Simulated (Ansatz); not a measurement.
# F2Ge (GeF2): the cost of one run

Method: RKS wB97X-V/def2-TZVP; program: Ansatz 0.2.0.

### 1 The system as given

3 atoms, charge 0, spin multiplicity 1.

Atoms are counted from 1 here; the program's logs count them from 0.

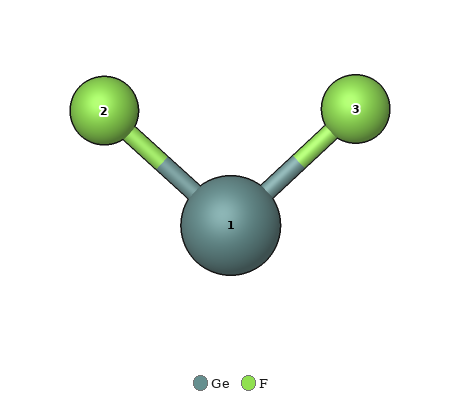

As it starts; germanium teal, fluorine green; atoms are numbered from 1 in the order of the file.

As a file:

```xyz
3
F2Ge
Ge    0.0045   -0.0079   -0.8123
F     1.3208   -0.0187    0.4151
F    -1.3253    0.0267    0.3972
```

### 3 Setting up the map

The axes are (1) bond length Ge1–F2: 9 values from 1.501 to 2.443 Å; (2) angle F2–Ge1–F3: 9 values from 61.9 to 131.9 °.

Nothing else is relaxed (all other coordinates rigid). Energies count from the relaxed molecule at the same level.

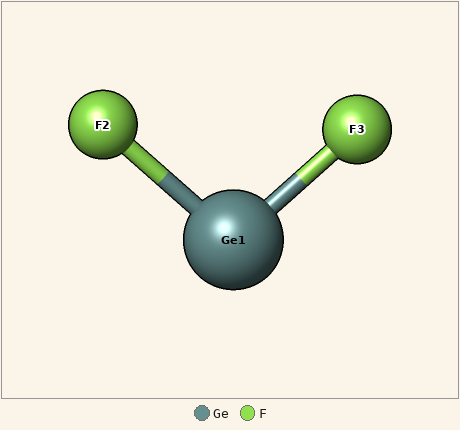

The geometry at bond length Ge1–F2 = 1.854 Å, angle F2–Ge1–F3 = 96.9°.

(The set-up runs are not shown.)

### 4 Point bond length Ge1–F2 = 1.854 Å, angle F2–Ge1–F3 = 96.9°

Contents of input.yaml:

```yaml
crystal:
  periodic: [false, false, false]
  atoms:
    - { symbol: Ge, position_ang: [0.004928, -0.00753, -0.771173] }
    - { symbol: F, position_ang: [1.383847, -0.019325, 0.468085] }
    - { symbol: F, position_ang: [-1.308528, 0.026186, 0.377015] }
basis:
  gaussian: { orbitals: def2-TZVP }
hamiltonian:
  xc: { name: wB97X-V }
output:
  forces: true
```

On the command line:

```
> ansatz run input.yaml --threads 1 --pin off --max-ram 2560MiB --backend cpu --events-out ev --progress --plain --runs-dir out
```

Q: Estimate wall time and peak memory on 1 thread of Arm Neoverse V2, shared host.

About 6.3 s, with a peak of 0.21 GiB.
